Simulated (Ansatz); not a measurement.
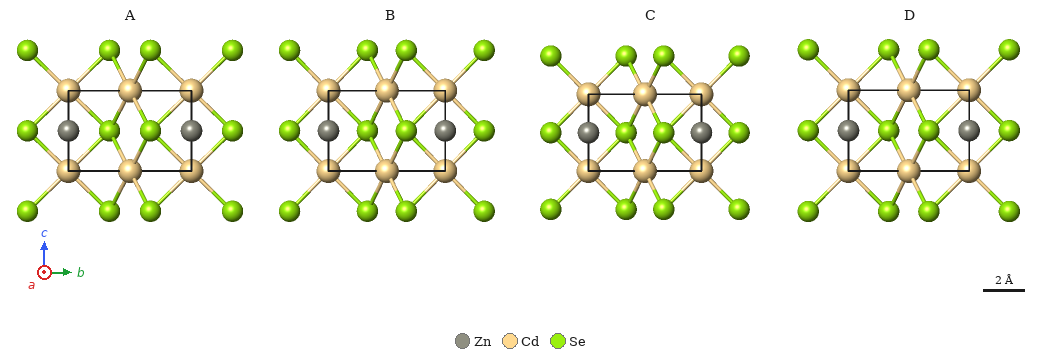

4 geometries from one relaxation of solid ZnCd3Se2 (a generated structure, set up in P6/mmm) (coarse preliminary run), in shuffled order. A ball-and-stick model of the cell of the calculation, seen along the a axis.

Level of theory: DFT PBE, scalar-relativistic, plane waves, PAW (Ansatz 0.2.0). Settings: plane-wave cutoff 420 eV; k-point mesh 3 × 3 × 4; occupations gaussian; smearing width 0.1 eV; no spin polarisation; cell and atoms relaxed; force threshold 0.04 eV/Å; at most 70 steps.

Q: Put them in the order of the run, from the start to the converged end.

A: C, B, D, A. They are steps 0, 1, 2, 4, at +166 meV per atom, +33.3 meV per atom, +5.4 meV per atom relative to the last. Over 3 accepted moves (4 points after the start) the energy falls by 166 meV per atom. All forces vanish by symmetry, so only the cell relaxes. The pressure goes from 11.94 to 0.18 GPa. At 1 point the geometry stayed and the basis and grid were re-selected for the new cell (energy shift of 1.4 meV per atom at most each time). The atoms keep their places relative to the cell (all moves are under 0.005 Å). The drawn cell changes as follows: a = b 6.485 → 7.063 Å (+8.9 %), c 3.812 → 3.998 Å (+4.9 %); the volume changes by +24.4 %. Among the contacts that change: Cd–Se 2.672 → 2.855 Å. Among the angles between lasting bonds that change: Se–Cd–Se 91.0° → 88.9°, Cd–Se–Cd 91.0° → 88.9°, Se–Cd–Se 89.0° → 91.1°. The space group stays P6/mmm (No. 191). The run took 33 s on 1 thread of Arm Neoverse V1 (shared host), peak memory 0.46 GiB.

Limits of the set-up: the k-point mesh is coarse for a cell with partly filled bands.
